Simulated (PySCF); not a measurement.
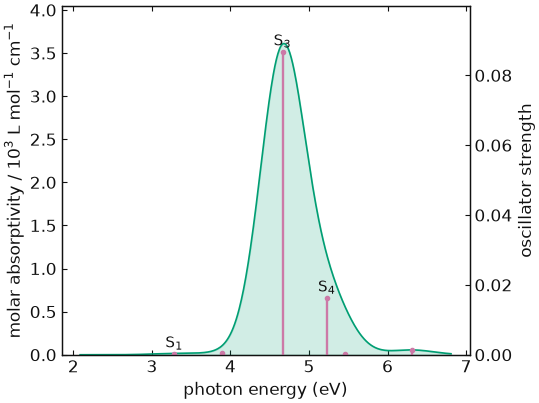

Computed absorption of C₅H₆O₃, SMILES C=C(OC)C(=O)C=O. Vertical TDDFT excitations, PBE0/def2-SVPD in PySCF, at a GFN2-xTB geometry (no frequency check), gas phase. The lowest 6 singlet states are shown; each is broadened by a Gaussian of 1/e half-width 0.40 eV. Sticks give oscillator strengths (right axis).

> Which of the computed transitions is the brightest, and what character does the calculation give it?

S3 at 4.66 eV (266 nm), f = 0.087, mainly HOMO−1 → LUMO (94 %).

> Where is the lowest singlet, and is it bright?

S1 lies at 3.29 eV (377 nm) with f = 0.000, mainly HOMO → LUMO (95 %); it is dark or nearly so.

> Does any vertical transition fall in the visible?

No singlet lies below 3.1 eV (beyond 400 nm), so at this level no vertical transition falls in the visible.

Known limits of this run: the tight-binding geometry is rougher than a DFT one and adds to the error; one conformer of a flexible molecule; core orbitals are frozen in the response.
